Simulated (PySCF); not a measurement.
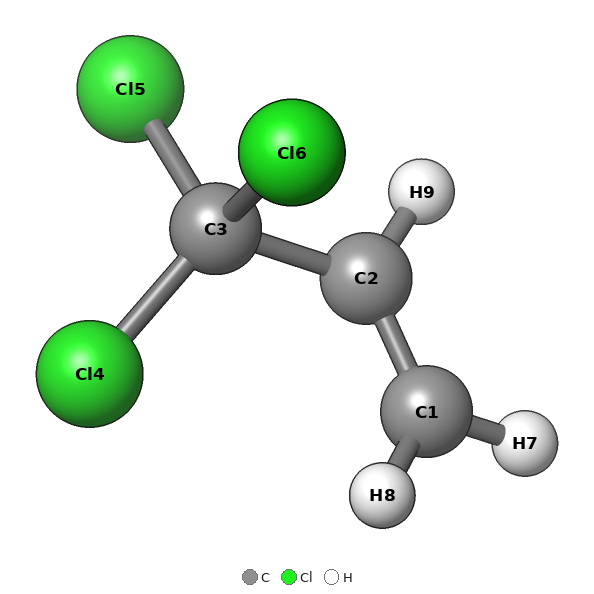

State: charge +1, doublet. Computed geometry: GFN2-xTB optimisation. No frequency run is at hand to confirm it as a minimum. Method: UKS B3LYP, pcH-1 on C Cl H, non-relativistic (PySCF 2.14.0).

Give the isotropic hyperfine couplings (Fermi-contact term alone) of C1, C2, C3, Cl4, Cl5, Cl6, H7, H8, H9.

| atom | isotope | a_iso (MHz) |
| --- | --- | --- |
| C1 | 13C | 25.9 |
| C2 | 13C | 10.0 |
| C3 | 13C | 0.3 |
| Cl4 | 35Cl | 0.3 |
| Cl5 | 35Cl | −0.8 |
| Cl6 | 35Cl | 11.1 |
| H7 | 1H | −19.1 |
| H8 | 1H | −21.2 |
| H9 | 1H | −10.6 |

The run warned: orbitally degenerate or nearly so: second-order g, spin-orbit hyperfine and D do not apply.
